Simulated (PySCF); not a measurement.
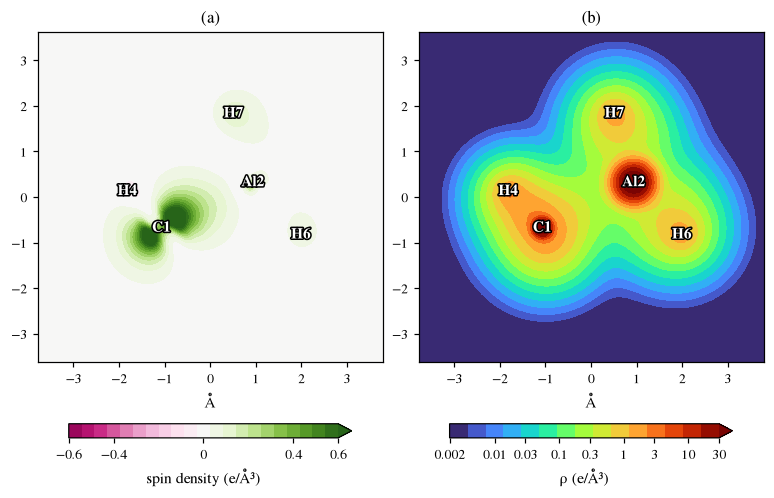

Figure. CH5Al (charge +1, doublet). (a) spin density (α minus β); (b) total electron density on the plane of atoms Al2, C1 and H4.

Geometry: PBE0-D3(BJ)/ma-def2-SVP.

These are results of PySCF, DFT single point, gas phase, functional B3LYP, not measurements.

```tsv
atom	x (Å)	y (Å)	z (Å)
C	-0.0286	-0.0313	-1.0144
Al	0.0488	0.0333	1.2224
H	0.7848	0.6962	-1.1564
H	0.1481	-1.0744	-1.2992
H	-1.0618	0.3490	-1.0478
H	-0.1065	1.5375	1.6211
H	0.2270	-1.4908	1.5583
```

Interpret the plot.

The plane passes through C, Al and H nuclei.
C–Al (2.24 Å): ρ at the midpoint is about 0.33 e/Å³, with its minimum of 0.28 e/Å³ about 1.3 Å from C.
C–H (1.10 Å): the density is about 2.1 e/Å³ at the midpoint.
Al–H (1.56 Å): the density is about 0.6 e/Å³ at the midpoint.
The unpaired spin (1 electron) lies mostly on C1 (about 0.6), Al2 (about 0.2) and H7 (about 0.1), in electrons by Hirshfeld's partition.
